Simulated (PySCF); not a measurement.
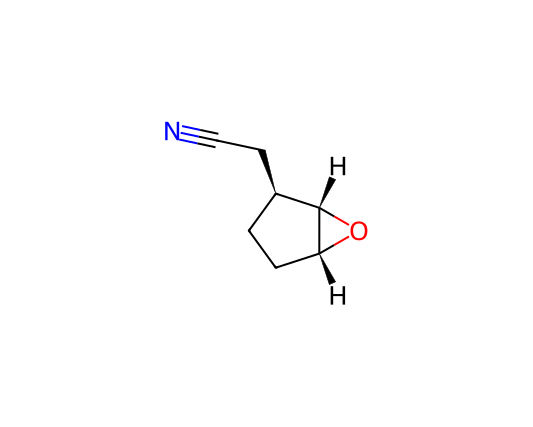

> Give its SMILES.

N#CC[C@@H]1CC[C@H]2O[C@@H]12

> Give the formula, hydrogens included.

C7H9NO.

> An optimisation with GFN2-xTB gave a structure of which point group?

C1.

The parts below concern this one geometry. Atoms keep their numbers from picture to picture. The geometry was computed by an optimisation with GFN2-xTB. No frequency run is at hand to confirm it as a minimum.

### Shape

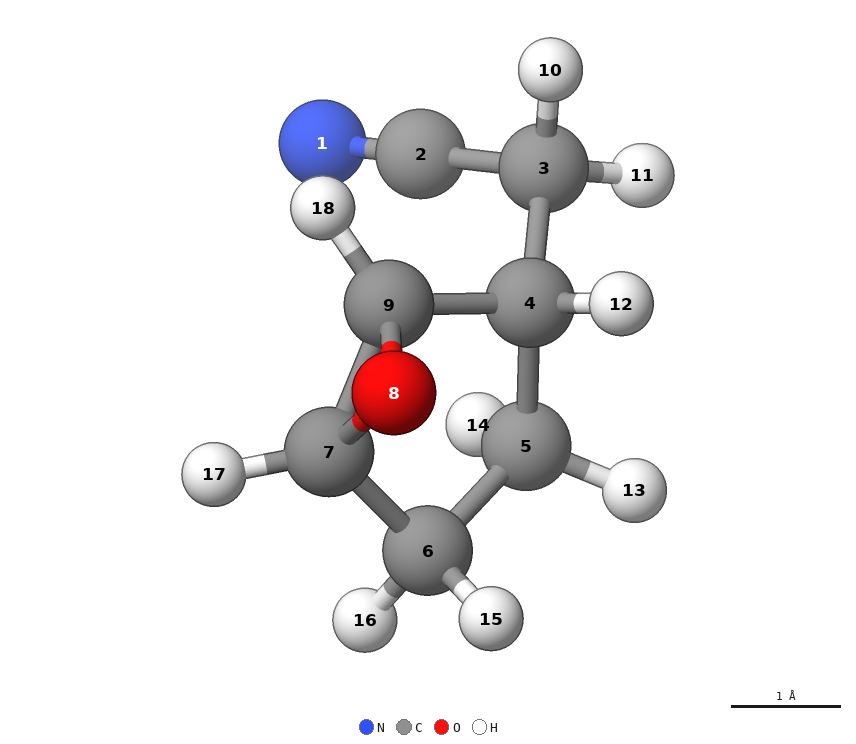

Atoms carry their numbers in the input. No frequency run is at hand to confirm it as a minimum.

Estimate the angles N1–C2–C3, C2–C3–H11, C4–C3–H11, C4–C5–C6, C4–C5–H13, C4–C5–H14, C4–C9–O8, C5–C4–C9, C6–C5–H14, C6–C7–H17, C9–C4–H12, C9–C7–H17.

```tsv
angle	degrees
N1–C2–C3	179.7
C2–C3–H11	108.5
C4–C3–H11	109.9
C4–C5–C6	106.5
C4–C5–H13	112.0
C4–C5–H14	108.9
C4–C9–O8	114.0
C5–C4–C9	103.9
C6–C5–H14	109.2
C6–C7–H17	120.4
C9–C4–H12	108.5
C9–C7–H17	123.2
```

### NMR shielding

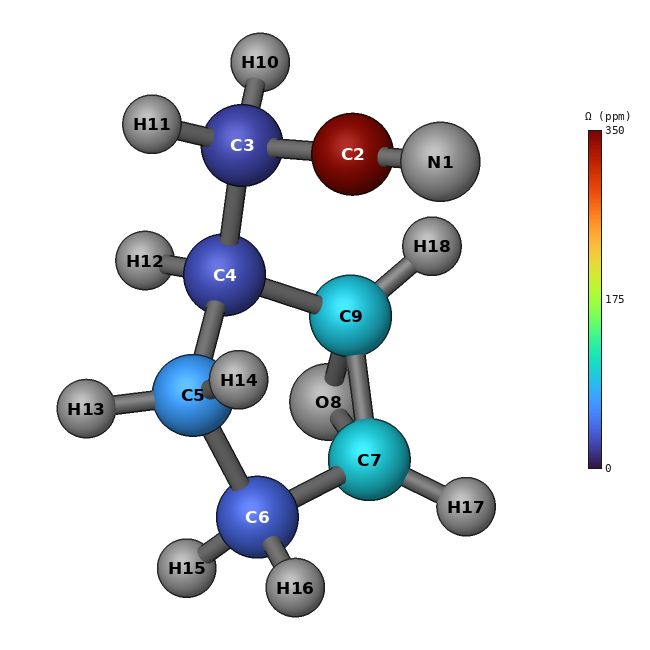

The C atoms are coloured by the span of their shielding tensor. No frequency run is at hand to confirm it as a minimum. Level of theory: GIAO PBE0/pcSseg-1 NMR shielding, non-relativistic, gas phase (PySCF 2.14.0). Principal shieldings σ11 ≤ σ22 ≤ σ33, span Ω = σ33 − σ11, skew κ = 3(σiso − σ22)/Ω.

> Which C atom has the most anisotropic shielding?

C2, with a span of 343 ppm.

Give the shielding tensors of the C atoms.

```csv
atom,σ11,σ22,σ33,σiso,Ω,κ
C2,−52.9,−45.9,290.0,63.7,342.9,0.96
C3,152.6,167.5,179.0,166.4,26.5,−0.13
C4,133.9,141.2,164.0,146.4,30.1,0.52
C5,101.1,165.7,173.5,146.8,72.4,−0.78
C6,137.7,149.9,177.5,155.0,39.8,0.39
C7,84.3,111.2,182.4,126.0,98.0,0.45
C9,86.9,102.1,182.1,123.7,95.2,0.68
```

Shieldings and span in ppm.

### Dipole moment

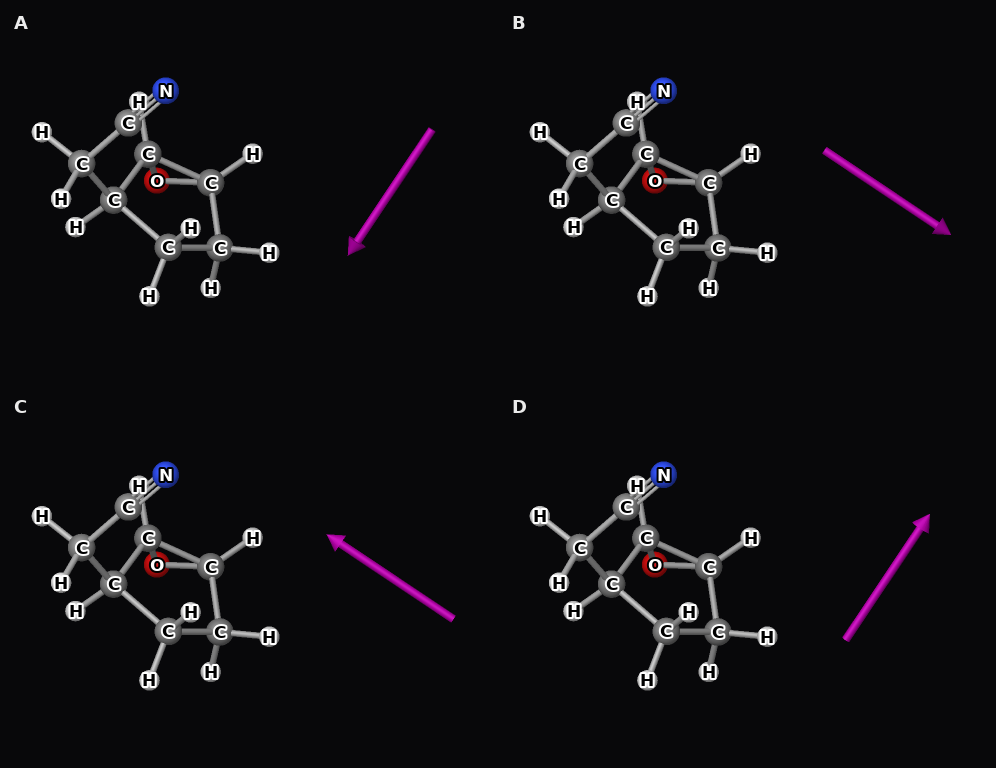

The same molecule four times, each with an arrow. No frequency run is at hand to confirm it as a minimum. Method: PBE0/pcSseg-1, gas phase (PySCF 2.14.0).

> Which arrow points along the dipole moment, from the negative to the positive end?

A. The dipole moment is 2.65 D.

### Quadrupole coupling

No frequency run is at hand to confirm it as a minimum. Electric field gradients from the ground-state density, PBE0/pcSseg-1 (PySCF 2.14.0), non-relativistic apart from any core potentials.

Give the largest field-gradient component, the quadrupole coupling constant and the asymmetry for 14N at N1 (Q = 20.44 mb), 17O at O8 (Q = −25.6 mb), 2H at H10 (Q = 2.86 mb), 2H at H11 (Q = 2.86 mb), 2H at H12 (Q = 2.86 mb), 2H at H13 (Q = 2.86 mb).

```tsv
atom	V_zz (a.u.)	e²qQ/h (MHz)	η
N1	−0.971	−4.67	0.03
O8	−2.202	13.24	0.10
H10	0.296	0.199	0.03
H11	0.296	0.199	0.03
H12	0.294	0.198	0.02
H13	0.309	0.208	0.02
```
